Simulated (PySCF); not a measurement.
# C4H4N2Si: NMR shifts at several levels of theory, part 2 of 2

PySCF 2.14.0. Atoms count from 0. Earlier steps stand in the parts before.

## 8. Nuclear shieldings: PBE0/cc-pVTZ

Job settings and geometry (Å):

```
{"job": {"kind": "nmr", "xc": "PBE0", "basis": "cc-pVTZ", "pop": true}, "charge": 0, "multiplicity": 1}
N      5.119801     1.271667    -0.040883
C      4.034705     0.856678     0.011880
C      2.756170     0.360420     0.077800
C      1.620675    -0.076753     0.135660
C      0.304233    -0.645344     0.230590
N     -0.726495    -0.015184    -0.154195
Si    -2.368058    -0.645667    -0.071107
H      0.288959    -1.668746     0.665029
H     -3.163536     0.290652     0.770223
H     -2.402104    -2.024835     0.518139
H     -2.907387    -0.668128    -1.458927
```

Method: GIAO PBE0/cc-pVTZ NMR shielding, non-relativistic, gas phase.

The program printed:

```text
coarse grid: 10576 points
cycle   1  E = -553.3181250711  dE =  9.112e-01  |g| = 5.286e-01  |ddm| = 7.635e+00
cycle   2  E = -553.0894597205  dE =  2.287e-01  |g| = 1.134e+00  |ddm| = 2.847e+00
cycle   3  E = -553.3794406765  dE = -2.900e-01  |g| = 1.324e-01  |ddm| = 1.916e+00
cycle   4  E = -553.3816640519  dE = -2.223e-03  |g| = 9.260e-02  |ddm| = 3.125e-01
cycle   5  E = -553.3834919285  dE = -1.828e-03  |g| = 2.993e-02  |ddm| = 1.877e-01
cycle   6  E = -553.3837047088  dE = -2.128e-04  |g| = 5.104e-03  |ddm| = 5.594e-02
cycle   7  E = -553.3837090131  dE = -4.304e-06  |g| = 2.771e-03  |ddm| = 1.038e-02
final grid: 100232 points
cycle   8  E = -553.3839991321  dE = -2.248e-05  |g| = 7.345e-03  |ddm| = 1.375e-01
cycle   9  E = -553.3839492303  dE =  4.990e-05  |g| = 1.580e-02  |ddm| = 3.535e-02
cycle  10  E = -553.3840112496  dE = -6.202e-05  |g| = 1.768e-03  |ddm| = 2.287e-02
cycle  11  E = -553.3840120064  dE = -7.568e-07  |g| = 5.624e-04  |ddm| = 3.472e-03
cycle  12  E = -553.3840120696  dE = -6.320e-08  |g| = 2.476e-04  |ddm| = 1.316e-03
cycle  13  E = -553.3840120820  dE = -1.243e-08  |g| = 6.605e-05  |ddm| = 4.522e-04
cycle  14  E = -553.3840120827  dE = -6.702e-10  |g| = 3.886e-05  |ddm| = 1.278e-04
cycle  15  E = -553.3840120830  dE = -3.494e-10  |g| = 5.703e-06  |ddm| = 6.260e-05
converged SCF energy = -553.3840120830

GIAO shielding tensors (ppm)
atom      isotropic    diamagn.    paramagn.     s11        s22        s33       span
  0 N      -50.933     338.629    -389.562   -233.801   -211.026    292.029    525.830
  1 C       78.236     267.508    -189.272    -27.253    -27.125    289.087    316.340
  2 C      117.125     237.062    -119.938     65.043     68.225    218.105    153.062
  3 C      110.269     269.059    -158.789     10.222     20.498    300.089    289.867
  4 C       27.981     251.445    -223.465    -75.640     39.618    119.964    195.603
  5 N     -177.527     321.462    -498.988   -636.192   -190.151    293.764    929.956
  6 Si     393.452     885.554    -492.102    338.552    377.888    463.917    125.365
  7 H       22.753      30.775      -8.023     20.168     23.429     24.661      4.493
  8 H       26.196      28.734      -2.538     24.087     24.796     29.705      5.618
  9 H       26.506      28.799      -2.292     24.124     25.070     30.325      6.201
 10 H       26.200      28.608      -2.408     24.096     24.795     29.710      5.615
```

Run time: 36 s. Hardware: 1 thread of Arm Neoverse V1, shared host; peak memory 0.95 GiB.

In short: δ C4 159.3, C1 109.1, C3 77.0, C2 70.2, H7 8.54, H8 4.99 ppm (means over like atoms).

## 9. Nuclear shieldings: PBE0/aug-cc-pVDZ

The job, as its differences from that of step 8:

```diff
@@ -1,2 +1,2 @@
-{"job": {"kind": "nmr", "xc": "PBE0", "basis": "cc-pVTZ", "pop": true}, "charge": 0, "multiplicity": 1}
+{"job": {"kind": "nmr", "xc": "PBE0", "basis": "aug-cc-pVDZ", "pop": true}, "charge": 0, "multiplicity": 1}
 N      5.119801     1.271667    -0.040883
```

Method: GIAO PBE0/aug-cc-pVDZ NMR shielding, non-relativistic, gas phase.

The program printed:

```text
coarse grid: 10576 points
cycle   1  E = -553.2308901218  dE =  9.562e-01  |g| = 4.989e-01  |ddm| = 1.761e+01
cycle   2  E = -553.0016684517  dE =  2.292e-01  |g| = 1.108e+00  |ddm| = 3.987e+00
cycle   3  E = -553.2902601142  dE = -2.886e-01  |g| = 1.110e-01  |ddm| = 3.194e+00
cycle   4  E = -553.2918889439  dE = -1.629e-03  |g| = 8.118e-02  |ddm| = 5.000e-01
cycle   5  E = -553.2933535256  dE = -1.465e-03  |g| = 2.584e-02  |ddm| = 2.268e-01
cycle   6  E = -553.2935282116  dE = -1.747e-04  |g| = 4.004e-03  |ddm| = 7.519e-02
cycle   7  E = -553.2935303013  dE = -2.090e-06  |g| = 2.676e-03  |ddm| = 2.314e-02
final grid: 100232 points
cycle   8  E = -553.3113343862  dE = -9.290e-06  |g| = 7.078e-03  |ddm| = 3.236e-01
cycle   9  E = -553.3112867876  dE =  4.760e-05  |g| = 1.534e-02  |ddm| = 5.953e-02
cycle  10  E = -553.3113469500  dE = -6.016e-05  |g| = 1.641e-03  |ddm| = 4.044e-02
cycle  11  E = -553.3113476647  dE = -7.146e-07  |g| = 4.563e-04  |ddm| = 7.882e-03
cycle  12  E = -553.3113477129  dE = -4.828e-08  |g| = 1.719e-04  |ddm| = 1.290e-03
cycle  13  E = -553.3113477191  dE = -6.206e-09  |g| = 5.177e-05  |ddm| = 5.763e-04
cycle  14  E = -553.3113477195  dE = -3.429e-10  |g| = 3.686e-05  |ddm| = 2.130e-04
cycle  15  E = -553.3113477198  dE = -3.239e-10  |g| = 4.665e-06  |ddm| = 9.909e-05
converged SCF energy = -553.3113477198

GIAO shielding tensors (ppm)
atom      isotropic    diamagn.    paramagn.     s11        s22        s33       span
  0 N      -25.327     328.626    -353.954   -196.176   -174.869    295.062    491.238
  1 C       92.189     252.725    -160.536     -6.484     -6.258    289.309    295.793
  2 C      131.066     259.277    -128.212     83.689     86.878    222.630    138.941
  3 C      123.184     247.502    -124.317     28.723     40.797    300.033    271.310
  4 C       40.824     250.614    -209.790    -57.781     51.310    128.942    186.723
  5 N     -150.253     290.148    -440.401   -581.973   -161.480    292.693    874.666
  6 Si     452.259     894.229    -441.969    396.741    437.299    522.738    125.997
  7 H       22.708      37.007     -14.299     20.202     23.448     24.474      4.272
  8 H       26.150      28.899      -2.749     23.834     24.750     29.867      6.032
  9 H       26.471      28.893      -2.421     23.975     25.003     30.436      6.461
 10 H       26.154      28.728      -2.573     23.841     24.750     29.872      6.031
```

Wall time 24 s (1 thread of Arm Neoverse V1, shared host); peak memory 0.92 GiB.

In short: δ C4 154.3, C1 102.9, C3 71.9, C2 64.1, H7 8.69, H8 5.14 ppm (means over like atoms).

## 10. NMR shieldings: PBE0/IGLO-III

The job, as its differences from that of step 9:

```diff
@@ -1,2 +1,2 @@
-{"job": {"kind": "nmr", "xc": "PBE0", "basis": "aug-cc-pVDZ", "pop": true}, "charge": 0, "multiplicity": 1}
+{"job": {"kind": "nmr", "xc": "PBE0", "basis": "IGLO-III", "pop": true}, "charge": 0, "multiplicity": 1}
 N      5.119801     1.271667    -0.040883
```

Method: GIAO PBE0/IGLO-III NMR shielding, non-relativistic, gas phase.

The program printed:

```text
coarse grid: 10576 points
cycle   1  E = -553.3255582683  dE =  8.954e-01  |g| = 5.439e-01  |ddm| = 2.877e+00
cycle   2  E = -553.0893384471  dE =  2.362e-01  |g| = 1.152e+00  |ddm| = 9.204e-01
cycle   3  E = -553.3868058815  dE = -2.975e-01  |g| = 1.424e-01  |ddm| = 6.276e-01
cycle   4  E = -553.3893032667  dE = -2.497e-03  |g| = 9.707e-02  |ddm| = 1.057e-01
cycle   5  E = -553.3913003645  dE = -1.997e-03  |g| = 3.132e-02  |ddm| = 5.901e-02
cycle   6  E = -553.3915251299  dE = -2.248e-04  |g| = 5.835e-03  |ddm| = 2.215e-02
cycle   7  E = -553.3915312064  dE = -6.077e-06  |g| = 2.970e-03  |ddm| = 4.258e-03
final grid: 100232 points
cycle   8  E = -553.3934833441  dE = -5.177e-05  |g| = 7.922e-03  |ddm| = 7.770e-02
cycle   9  E = -553.3934254095  dE =  5.793e-05  |g| = 1.703e-02  |ddm| = 1.075e-02
cycle  10  E = -553.3934970267  dE = -7.162e-05  |g| = 1.834e-03  |ddm| = 7.351e-03
cycle  11  E = -553.3934977974  dE = -7.707e-07  |g| = 6.935e-04  |ddm| = 1.640e-03
cycle  12  E = -553.3934978879  dE = -9.045e-08  |g| = 3.499e-04  |ddm| = 5.730e-04
cycle  13  E = -553.3934979135  dE = -2.562e-08  |g| = 8.419e-05  |ddm| = 1.774e-04
cycle  14  E = -553.3934979146  dE = -1.168e-09  |g| = 4.327e-05  |ddm| = 5.260e-05
cycle  15  E = -553.3934979151  dE = -4.334e-10  |g| = 6.148e-06  |ddm| = 2.245e-05
converged SCF energy = -553.3934979151

GIAO shielding tensors (ppm)
atom      isotropic    diamagn.    paramagn.     s11        s22        s33       span
  0 N      -61.059     341.337    -402.396   -248.975   -225.463    291.261    540.235
  1 C       71.889     263.359    -191.470    -37.045    -37.012    289.725    326.770
  2 C      111.586     255.189    -143.604     57.885     60.562    216.310    158.425
  3 C      103.932     256.275    -152.343     -0.332     10.677    301.450    301.782
  4 C       20.195     251.257    -231.062    -86.050     31.864    114.770    200.820
  5 N     -193.162     331.524    -524.685   -659.387   -207.404    287.306    946.693
  6 Si     388.604     888.480    -499.876    334.850    377.451    453.511    118.661
  7 H       22.809      28.565      -5.756     20.223     23.552     24.651      4.428
  8 H       26.142      28.289      -2.147     24.043     24.813     29.569      5.526
  9 H       26.473      28.028      -1.556     24.123     25.082     30.213      6.090
 10 H       26.145      28.180      -2.035     24.051     24.811     29.574      5.523
```

Wall time 43 s (1 thread of Arm Neoverse V1, shared host); peak memory 1.1 GiB.

In short: δ C4 163.6, C1 111.9, C3 79.8, C2 72.2, H7 8.57, H8 5.12 ppm (means over like atoms).

## 11. NMR shieldings: PBE0/pcSseg-0

The job, as its differences from that of step 10:

```diff
@@ -1,2 +1,2 @@
-{"job": {"kind": "nmr", "xc": "PBE0", "basis": "IGLO-III", "pop": true}, "charge": 0, "multiplicity": 1}
+{"job": {"kind": "nmr", "xc": "PBE0", "basis": "pcSseg-0", "pop": true}, "charge": 0, "multiplicity": 1}
 N      5.119801     1.271667    -0.040883
```

Level: GIAO PBE0/pcSseg-0 NMR shielding, non-relativistic, gas phase.

The program printed:

```text
coarse grid: 10576 points
cycle   1  E = -552.2549435328  dE =  9.119e-01  |g| = 4.809e-01  |ddm| = 4.168e+00
cycle   2  E = -552.0361195529  dE =  2.188e-01  |g| = 1.097e+00  |ddm| = 2.659e+00
cycle   3  E = -552.3159113004  dE = -2.798e-01  |g| = 9.209e-02  |ddm| = 1.580e+00
cycle   4  E = -552.3166136866  dE = -7.024e-04  |g| = 7.662e-02  |ddm| = 1.804e-01
cycle   5  E = -552.3178800667  dE = -1.266e-03  |g| = 2.059e-02  |ddm| = 1.047e-01
cycle   6  E = -552.3179884045  dE = -1.083e-04  |g| = 3.268e-03  |ddm| = 3.307e-02
cycle   7  E = -552.3179903077  dE = -1.903e-06  |g| = 1.837e-03  |ddm| = 4.575e-03
final grid: 100232 points
cycle   8  E = -552.3334384730  dE = -9.035e-06  |g| = 4.446e-03  |ddm| = 2.474e-02
cycle   9  E = -552.3334197883  dE =  1.868e-05  |g| = 9.629e-03  |ddm| = 1.412e-02
cycle  10  E = -552.3334434231  dE = -2.363e-05  |g| = 8.040e-04  |ddm| = 9.498e-03
cycle  11  E = -552.3334435809  dE = -1.578e-07  |g| = 2.669e-04  |ddm| = 1.290e-03
cycle  12  E = -552.3334435960  dE = -1.506e-08  |g| = 1.168e-04  |ddm| = 4.609e-04
cycle  13  E = -552.3334435986  dE = -2.677e-09  |g| = 3.782e-05  |ddm| = 1.371e-04
cycle  14  E = -552.3334435989  dE = -2.424e-10  |g| = 2.168e-05  |ddm| = 5.989e-05
converged SCF energy = -552.3334435989

GIAO shielding tensors (ppm)
atom      isotropic    diamagn.    paramagn.     s11        s22        s33       span
  0 N      -69.477     316.950    -386.427   -263.393   -242.244    297.206    560.599
  1 C       69.905     273.752    -203.847    -40.387    -40.192    290.295    330.682
  2 C      115.640     269.307    -153.667     58.058     65.183    223.681    165.623
  3 C      109.132     284.552    -175.420      9.746     17.905    299.745    289.998
  4 C       25.984     247.488    -221.503    -82.064     38.626    121.391    203.455
  5 N     -215.544     329.805    -545.349   -784.684   -187.014    325.064   1109.748
  6 Si     413.219     878.110    -464.891    332.722    389.743    517.192    184.470
  7 H       24.123      25.424      -1.301     22.843     23.494     26.033      3.190
  8 H       27.172      27.775      -0.603     23.740     26.536     31.240      7.501
  9 H       27.666      27.283       0.383     24.906     25.899     32.194      7.288
 10 H       27.177      27.723      -0.546     23.742     26.537     31.251      7.510
```

Run time: 6.7 s. Hardware: 1 thread of Arm Neoverse V1, shared host; peak memory 0.48 GiB.

Key values: δ C4 167.5, C1 123.6, C3 84.4, C2 77.9, H7 8.71, H8 5.49 ppm (means over like atoms).

## 12. Nuclear shieldings: PBE0/pcSseg-2

The job, as its differences from that of step 11:

```diff
@@ -1,2 +1,2 @@
-{"job": {"kind": "nmr", "xc": "PBE0", "basis": "pcSseg-0", "pop": true}, "charge": 0, "multiplicity": 1}
+{"job": {"kind": "nmr", "xc": "PBE0", "basis": "pcSseg-2", "pop": true}, "charge": 0, "multiplicity": 1}
 N      5.119801     1.271667    -0.040883
```

With the program's defaults for keys left out, this is: GIAO PBE0/pcSseg-2 NMR shielding, non-relativistic, gas phase.

The program printed:

```text
coarse grid: 10576 points
cycle   1  E = -553.3185060793  dE =  8.967e-01  |g| = 5.374e-01  |ddm| = 2.879e+00
cycle   2  E = -553.0870638187  dE =  2.314e-01  |g| = 1.138e+00  |ddm| = 1.713e+00
cycle   3  E = -553.3800177016  dE = -2.930e-01  |g| = 1.410e-01  |ddm| = 1.160e+00
cycle   4  E = -553.3828267735  dE = -2.809e-03  |g| = 9.110e-02  |ddm| = 2.084e-01
cycle   5  E = -553.3845934050  dE = -1.767e-03  |g| = 3.074e-02  |ddm| = 1.086e-01
cycle   6  E = -553.3848153696  dE = -2.220e-04  |g| = 5.556e-03  |ddm| = 3.357e-02
cycle   7  E = -553.3848208386  dE = -5.469e-06  |g| = 2.838e-03  |ddm| = 7.543e-03
final grid: 100232 points
cycle   8  E = -553.3959030079  dE = -4.158e-05  |g| = 7.350e-03  |ddm| = 5.646e-02
cycle   9  E = -553.3958513018  dE =  5.171e-05  |g| = 1.605e-02  |ddm| = 1.932e-02
cycle  10  E = -553.3959156329  dE = -6.433e-05  |g| = 1.642e-03  |ddm| = 1.279e-02
cycle  11  E = -553.3959162850  dE = -6.521e-07  |g| = 5.508e-04  |ddm| = 3.059e-03
cycle  12  E = -553.3959163426  dE = -5.763e-08  |g| = 2.783e-04  |ddm| = 8.407e-04
cycle  13  E = -553.3959163587  dE = -1.608e-08  |g| = 7.296e-05  |ddm| = 2.361e-04
cycle  14  E = -553.3959163594  dE = -7.748e-10  |g| = 4.183e-05  |ddm| = 8.006e-05
cycle  15  E = -553.3959163598  dE = -4.021e-10  |g| = 5.847e-06  |ddm| = 3.539e-05
converged SCF energy = -553.3959163598

GIAO shielding tensors (ppm)
atom      isotropic    diamagn.    paramagn.     s11        s22        s33       span
  0 N      -63.836     334.882    -398.718   -253.174   -229.086    290.753    543.928
  1 C       71.020     261.317    -190.298    -38.310    -38.267    289.636    327.947
  2 C      110.935     269.103    -158.168     57.155     59.803    215.848    158.693
  3 C      103.157     264.182    -161.025     -1.679      9.681    301.467    303.146
  4 C       19.143     250.893    -231.750    -87.824     30.546    114.706    202.530
  5 N     -195.887     326.630    -522.518   -666.813   -209.326    288.477    955.290
  6 Si     382.219     876.932    -494.712    326.962    370.095    449.601    122.639
  7 H       22.775      29.000      -6.226     20.200     23.449     24.674      4.474
  8 H       26.142      28.078      -1.936     24.039     24.787     29.599      5.560
  9 H       26.515      27.919      -1.404     24.194     25.140     30.212      6.018
 10 H       26.146      27.972      -1.826     24.047     24.785     29.605      5.557
```

Run time: 66 s. Hardware: 1 thread of Arm Neoverse V1, shared host; peak memory 1.2 GiB.

In short: δ C4 165.0, C1 113.1, C3 81.0, C2 73.2, H7 8.47, H8 4.98 ppm (means over like atoms).

## 13. Run by run: NMR shifts

Shifts (ppm) of some atoms, chosen among heavy atoms and hydrogens apart, means over like atoms, with basis size and wall time:

| run | C4 | C1 | H7 | H8 | N5 | N0 | Si6 | functions | time |
| --- | --- | --- | --- | --- | --- | --- | --- | --- | --- |
| PBE0/6-31G* | 148.0 | 97.2 | 8.15 | 5.15 | 396.5 | 280.2 | -11.4 | 110 | 9.7 s |
| PBE0/6-311+G(2d,p) | 158.8 | 109.9 | 8.60 | 5.21 | 438.7 | 313.3 | -39.9 | 221 | 26 s |
| PBE0/def2-SVP | 152.3 | 101.4 | 8.09 | 4.92 | 425.4 | 304.0 | -43.1 | 122 | 9.9 s |
| PBE0/def2-TZVP | 160.8 | 109.9 | 8.58 | 5.20 | 447.1 | 319.7 | -40.7 | 247 | 31 s |
| PBE0/cc-pVDZ | 153.2 | 102.0 | 8.34 | 4.91 | 424.9 | 300.0 | -34.7 | 122 | 11 s |
| PBE0/cc-pVTZ | 159.3 | 109.1 | 8.54 | 4.99 | 444.3 | 317.7 | -33.5 | 270 | 36 s |
| PBE0/aug-cc-pVDZ | 154.3 | 102.9 | 8.69 | 5.14 | 420.1 | 295.2 | -35.5 | 201 | 24 s |
| PBE0/IGLO-III | 163.6 | 111.9 | 8.57 | 5.12 | 453.7 | 321.6 | -43.3 | 294 | 43 s |
| PBE0/pcSseg-0 | 167.5 | 123.6 | 8.71 | 5.49 | 481.6 | 335.5 | -64.7 | 75 | 6.7 s |
| PBE0/pcSseg-2 | 165.0 | 113.1 | 8.47 | 4.98 | 457.6 | 325.5 | -40.9 | 315 | 66 s |

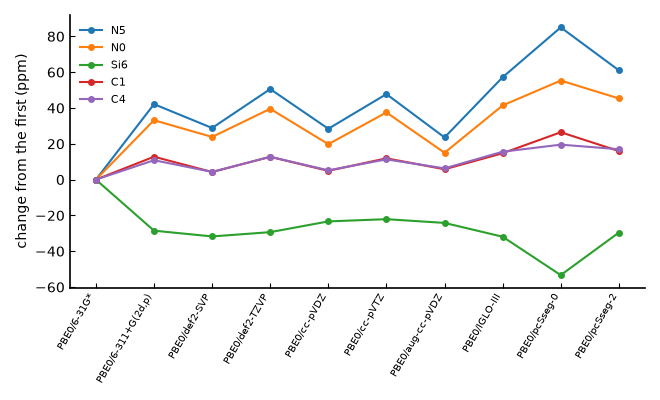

How five of the tabulated atoms move from run to run.

## 14. What came out

This closing draws on all 2 parts.

| quantity | value |
| --- | --- |
| point group | Cs |
| rotational constants (main isotopes) | 29.74, 0.60, 0.59 GHz |
| ¹³C shifts against TMS (PBE0/6-31G*) | 148.0, 97.2, 69.2, 64.2 ppm |
| ¹H shifts against TMS (PBE0/6-31G*, means over atoms taken as alike) | 8.15, 5.15 ppm |
| ¹⁵N shifts against NH3 (PBE0/6-31G*) | 396.5, 280.2 ppm |
| ²⁹Si shifts against TMS (PBE0/6-31G*) | -11.4 ppm |
| range of the shift of N5 | 396.5 to 481.6 ppm |

**Reading.** Single values in the summary come from the first sound run of each kind (PBE0/6-31G*), which need not be the best level. The start of the PBE0/def2-SVP relaxation was shaken at random by about 0.01 Å, so part of the energy gained, and of the first lengths quoted, undoes that. Over 7 steps the energy fell by 0.285 eV; of the close pairs, C2–C3 changed most, 1.163 to 1.218 Å. At PBE0/6-31G*: The largest span, 865 ppm, is at N5, where the paramagnetic term is -460 ppm. In ppm, N5 moves most: its shift spreads over 85.0 ppm, from 396.5 (PBE0/6-31G*) to 481.6 (PBE0/pcSseg-0).
